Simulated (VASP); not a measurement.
Energy against volume of Ni3Si (L1_2). These are PBE GGA, VASP's PBE PAW potentials (set 64) (plane waves; VASP) values and carry that method's errors.

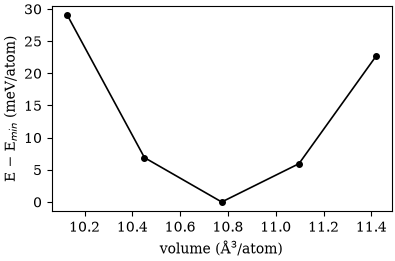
Figure: Energy against volume

Q: Estimate the equilibrium volume and the bulk modulus.

A: The minimum lies near 10.8 Å³/atom, and the curvature gives B0 of about 210 GPa.

Measured: a 3.510 Å (computed value off by -0.1 %), as given by Metallic Nickel Silicides: Experiments and Theory for NiSi and First Principles Calculations for Other Phases, …. The calculation is for a static lattice, while the measured a holds thermal and zero-point effects, which are part of the difference.

The compound is Ni3Si in the L1_2 structure. It was relaxed first. The run is not spin-polarised, so no magnetic state was tried.
